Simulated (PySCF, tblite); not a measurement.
# C₆H₇FO: a rotation path, then NMR shifts on frames

How do NMR shifts of C₆H₇FO (`C=CCCC(F)=C=O`) change as the atoms move?

The runs use tblite 0.8.0 and PySCF 2.14.0, with density-fitted response routines of our own; the level of theory stands in each step. All values are computed, except where a source is named. Atoms are numbered from 0 throughout.

**1. The molecule as given**

15 atoms, charge 0, multiplicity 1; geometry from: GFN2-xTB.

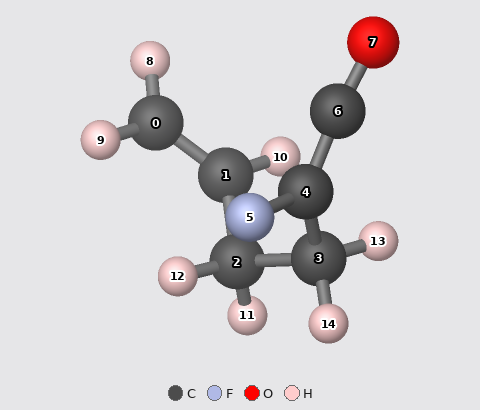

As it starts; carbon dark grey, fluorine light blue, oxygen red, hydrogen pink, atoms numbered.

**2. A band between two rotamers with GFN2-xTB**

The job: settings as JSON, then the geometry in Å.

```
{"job": {"kind": "neb", "xc": "GFN2-xTB", "basis": "xTB", "atoms": [2, 3, 4, 5], "turn": 120}, "charge": 0, "multiplicity": 1}
C     -1.591368     1.178210     0.968393
C     -1.081695     0.779141    -0.181062
C     -0.794693    -0.648325    -0.525363
C      0.707502    -0.869889    -0.767471
C      1.500602    -0.641501     0.490020
F      1.434330    -1.640781     1.418789
C      2.109460     0.478642     0.753405
O      2.674689     1.492371     0.859044
H     -1.775411     2.217172     1.181373
H     -1.851068     0.477868     1.745660
H     -0.823764     1.500421    -0.946420
H     -1.331698    -0.919516    -1.438232
H     -1.131936    -1.302124     0.280460
H      1.067682    -0.193925    -1.544087
H      0.882953    -1.899774    -1.086214
```

Level: GFN2-xTB climbing-image nudged elastic band, gas phase.

On the command line:

```
> OMP_NUM_THREADS=1 python probes_run.py task.json out
```

This one command runs all jobs of the session in turn.

Output:

```text
image   E - E0 / eV
  0      -0.0000
  1       0.0001
  2       0.0047
  3       0.0159
  4       0.0288
  5       0.0361
  6       0.0360
  7       0.0314
  8       0.0172
```

Wall time 6 s (1 thread of Intel Xeon at 2.70GHz, shared host); peak memory 0.18 GiB.

The final band, with the dihedral C2–C3–C4–F5:

```csv
image,dihedral (°),energy (eV),energy (kcal/mol)
0,76,0.000,0.0
1,88,0.000,0.0
2,102,0.005,0.1
3,118,0.016,0.4
4,133,0.029,0.7
5,148,0.036,0.8
6,162,0.036,0.8
7,176,0.031,0.7
8,185,0.017,0.4
```

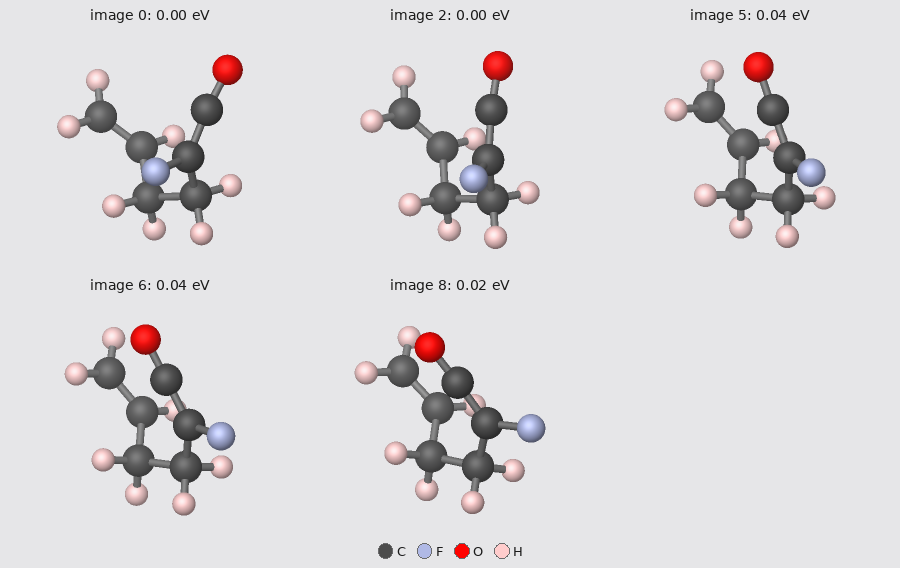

Images along the band.

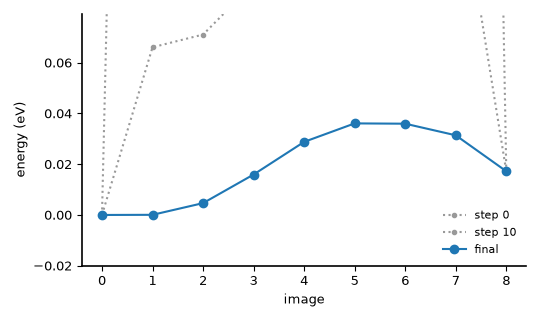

Energy along the band, early and final.

**3. NMR shieldings: image 0, PBE0/pcSseg-1**

The job: settings as JSON, then the geometry in Å.

```
{"job": {"kind": "nmr", "xc": "PBE0", "basis": "pcSseg-1", "pop": false}, "charge": 0, "multiplicity": 1}
C     -1.591400     1.178200     0.968400
C     -1.081700     0.779100    -0.181100
C     -0.794700    -0.648300    -0.525400
C      0.707500    -0.869900    -0.767500
C      1.500600    -0.641500     0.490000
F      1.434300    -1.640800     1.418800
C      2.109500     0.478600     0.753400
O      2.674700     1.492400     0.859000
H     -1.775400     2.217200     1.181400
H     -1.851100     0.477900     1.745700
H     -0.823800     1.500400    -0.946400
H     -1.331700    -0.919500    -1.438200
H     -1.131900    -1.302100     0.280500
H      1.067700    -0.193900    -1.544100
H      0.883000    -1.899800    -1.086200
```

Method: GIAO PBE0/pcSseg-1 NMR shielding, non-relativistic, gas phase.

Output:

```text
coarse grid: 13032 points
cycle   1  E = -407.1527498486  dE =  1.207e+00  |g| = 7.632e-01  |ddm| = 3.534e+00
cycle   2  E = -406.8111621307  dE =  3.416e-01  |g| = 1.567e+00  |ddm| = 1.581e+00
cycle   3  E = -407.2535652057  dE = -4.424e-01  |g| = 2.423e-01  |ddm| = 1.133e+00
cycle   4  E = -407.2656186087  dE = -1.205e-02  |g| = 7.472e-02  |ddm| = 2.426e-01
cycle   5  E = -407.2666136442  dE = -9.950e-04  |g| = 2.231e-02  |ddm| = 6.885e-02
cycle   6  E = -407.2667178758  dE = -1.042e-04  |g| = 5.429e-03  |ddm| = 2.190e-02
cycle   7  E = -407.2667248778  dE = -7.002e-06  |g| = 1.252e-03  |ddm| = 5.236e-03
final grid: 127664 points
cycle   8  E = -407.3330176034  dE = -2.114e-05  |g| = 1.335e-02  |ddm| = 2.698e-02
cycle   9  E = -407.3329115848  dE =  1.060e-04  |g| = 2.714e-02  |ddm| = 2.535e-02
cycle  10  E = -407.3330514393  dE = -1.399e-04  |g| = 3.064e-03  |ddm| = 1.796e-02
cycle  11  E = -407.3330535389  dE = -2.100e-06  |g| = 2.938e-04  |ddm| = 2.421e-03
cycle  12  E = -407.3330535478  dE = -8.872e-09  |g| = 1.740e-04  |ddm| = 3.524e-04
cycle  13  E = -407.3330535531  dE = -5.305e-09  |g| = 2.901e-05  |ddm| = 1.504e-04
cycle  14  E = -407.3330535533  dE = -1.937e-10  |g| = 1.170e-05  |ddm| = 3.844e-05
converged SCF energy = -407.3330535533

GIAO shielding tensors (ppm)
atom      isotropic    diamagn.    paramagn.     s11        s22        s33       span
  0 C       59.285     254.232    -194.947    -57.517     77.652    157.719    215.236
  1 C       42.058     257.885    -215.827    -77.927     49.300    154.801    232.729
  2 C      150.015     248.547     -98.532    133.724    148.521    167.799     34.075
  3 C      153.142     249.707     -96.564    148.334    154.526    156.567      8.233
  4 C       66.981     252.174    -185.193    -48.296     95.057    154.181    202.477
  5 F      493.557     472.388      21.170    314.648    415.218    750.806    436.158
  6 C      -65.624     261.957    -327.581    -98.084    -76.424    -22.365     75.719
  7 O     -239.828     400.965    -640.794   -683.671   -256.022    220.208    903.880
  8 H       26.141      30.012      -3.871     22.818     25.580     30.024      7.206
  9 H       26.110      31.643      -5.533     22.225     25.842     30.263      8.039
 10 H       25.983      32.983      -7.000     23.457     26.002     28.489      5.032
 11 H       29.087      30.531      -1.445     24.568     27.678     35.014     10.446
 12 H       29.250      32.064      -2.814     26.051     28.730     32.968      6.917
 13 H       29.571      31.476      -1.905     24.490     27.951     36.274     11.784
 14 H       28.582      29.358      -0.776     23.852     27.075     34.818     10.966
```

Run time: 36 s. Hardware: 1 thread of Intel Xeon at 2.70GHz, shared host; peak memory 0.77 GiB.

Shifts follow as δ = σ(reference) − σ, with reference shieldings (ppm) from runs at the same level and on the same kind of geometry: ¹H TMS 31.72, ¹³C TMS 186.9, ¹⁹F CFCl3 170.9, ¹⁷O H2O 336.1. The references are single molecules in the gas phase, so shifts against H2O, NH3, PH3, H3PO4 or CFCl3 are not on the usual liquid scales and can be off by tens of ppm. Each atom is listed at this fixed geometry, with no averaging over motion; a spectrum would average atoms that exchange fast.

```csv
atoms,environment,σ (ppm),δ (ppm)
C6,central carbon of a ketene,-65.6,252.5
C1,alkene CH,42.1,144.9
C0,terminal =CH2 carbon,59.3,127.6
C4,terminal carbon of a ketene,67.0,119.9
C2,allylic sp3 CH2,150.0,36.9
C3,allylic sp3 CH2,153.1,33.8
H10,hydrogen on an alkene CH,25.98,5.73
H9,hydrogen on a terminal =CH2 carbon,26.11,5.61
H8,hydrogen on a terminal =CH2 carbon,26.14,5.58
H14,hydrogen on an allylic sp3 CH2,28.58,3.14
H11,hydrogen on an allylic sp3 CH2,29.09,2.63
H12,hydrogen on an allylic sp3 CH2,29.25,2.47
H13,hydrogen on an allylic sp3 CH2,29.57,2.15
F5,vinylic fluorine,493.6,-322.6
O7,carbonyl oxygen,-239.8,575.9
```

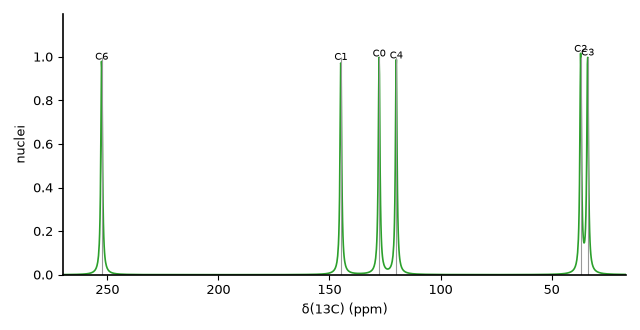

¹³C lines at the computed shifts, without couplings. Lines are broadened to a width of 0.88 ppm (Lorentzian).

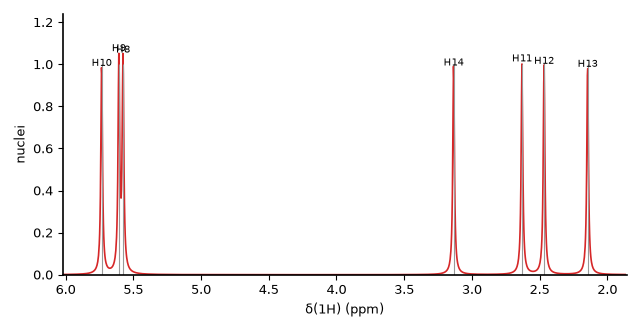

¹H lines at the computed shifts, without couplings. Lines are broadened to a width of 0.01 ppm (Lorentzian).

**4. NMR shieldings: image 2, PBE0/pcSseg-1**

The job: settings as JSON, then the geometry in Å.

```
{"job": {"kind": "nmr", "xc": "PBE0", "basis": "pcSseg-1", "pop": false}, "charge": 0, "multiplicity": 1}
C     -1.432000     1.271000     0.941500
C     -1.009800     0.800500    -0.216700
C     -0.805500    -0.650800    -0.512900
C      0.678700    -0.941500    -0.789100
C      1.532000    -0.685100     0.424700
F      1.927800    -1.795500     1.119500
C      1.774300     0.503200     0.902700
O      2.019300     1.595600     1.225900
H     -1.552600     2.325000     1.122300
H     -1.680200     0.616000     1.760600
H     -0.763400     1.475700    -1.026200
H     -1.383000    -0.929900    -1.398000
H     -1.147800    -1.256100     0.327800
H      1.025100    -0.328200    -1.623500
H      0.812600    -1.992100    -1.050300
```

With the program's defaults for keys left out, this is: GIAO PBE0/pcSseg-1 NMR shielding, non-relativistic, gas phase.

Output:

```text
coarse grid: 13032 points
cycle   1  E = -407.1496542239  dE =  1.210e+00  |g| = 7.637e-01  |ddm| = 3.531e+00
cycle   2  E = -406.7998852370  dE =  3.498e-01  |g| = 1.580e+00  |ddm| = 1.574e+00
cycle   3  E = -407.2499169406  dE = -4.500e-01  |g| = 2.458e-01  |ddm| = 1.136e+00
cycle   4  E = -407.2623157254  dE = -1.240e-02  |g| = 7.362e-02  |ddm| = 2.451e-01
cycle   5  E = -407.2632595573  dE = -9.438e-04  |g| = 2.283e-02  |ddm| = 6.780e-02
cycle   6  E = -407.2633683889  dE = -1.088e-04  |g| = 5.538e-03  |ddm| = 2.267e-02
cycle   7  E = -407.2633757374  dE = -7.348e-06  |g| = 1.266e-03  |ddm| = 5.404e-03
final grid: 127664 points
cycle   8  E = -407.3300011178  dE = -2.259e-05  |g| = 1.308e-02  |ddm| = 2.793e-02
cycle   9  E = -407.3298983037  dE =  1.028e-04  |g| = 2.671e-02  |ddm| = 2.476e-02
cycle  10  E = -407.3300335148  dE = -1.352e-04  |g| = 2.982e-03  |ddm| = 1.755e-02
cycle  11  E = -407.3300355206  dE = -2.006e-06  |g| = 3.163e-04  |ddm| = 2.377e-03
cycle  12  E = -407.3300355316  dE = -1.098e-08  |g| = 1.809e-04  |ddm| = 3.843e-04
cycle  13  E = -407.3300355379  dE = -6.336e-09  |g| = 3.045e-05  |ddm| = 1.603e-04
cycle  14  E = -407.3300355381  dE = -1.995e-10  |g| = 1.417e-05  |ddm| = 3.830e-05
converged SCF energy = -407.3300355381

GIAO shielding tensors (ppm)
atom      isotropic    diamagn.    paramagn.     s11        s22        s33       span
  0 C       56.735     254.837    -198.102    -60.118     72.363    157.960    218.078
  1 C       41.922     259.289    -217.367    -78.652     48.676    155.743    234.395
  2 C      147.759     247.804    -100.044    135.847    149.039    158.393     22.546
  3 C      155.239     250.352     -95.113    141.524    157.217    166.975     25.451
  4 C       62.250     252.542    -190.293    -52.484     95.362    143.872    196.356
  5 F      491.953     470.088      21.865    307.766    379.633    788.458    480.693
  6 C      -68.936     261.920    -330.856   -103.784    -78.062    -24.961     78.823
  7 O     -255.939     401.371    -657.310   -707.289   -263.990    203.461    910.750
  8 H       26.192      30.393      -4.201     22.863     25.844     29.868      7.005
  9 H       25.989      31.968      -5.980     21.881     26.028     30.057      8.177
 10 H       26.048      33.416      -7.368     23.342     26.138     28.665      5.324
 11 H       29.062      30.421      -1.359     24.784     27.506     34.895     10.111
 12 H       29.312      32.011      -2.699     26.099     28.736     33.099      7.000
 13 H       28.818      31.078      -2.260     23.770     27.838     34.847     11.077
 14 H       29.109      29.794      -0.685     24.856     27.715     34.756      9.900
```

Run time: 33 s. Hardware: 1 thread of Intel Xeon at 2.70GHz, shared host; peak memory 0.8 GiB.

This run: δ C6 255.9, C1 145.0, C0 130.2, C4 124.7, H9 5.73, H10 5.67 ppm.

(Part 1 of 2 ends here.)
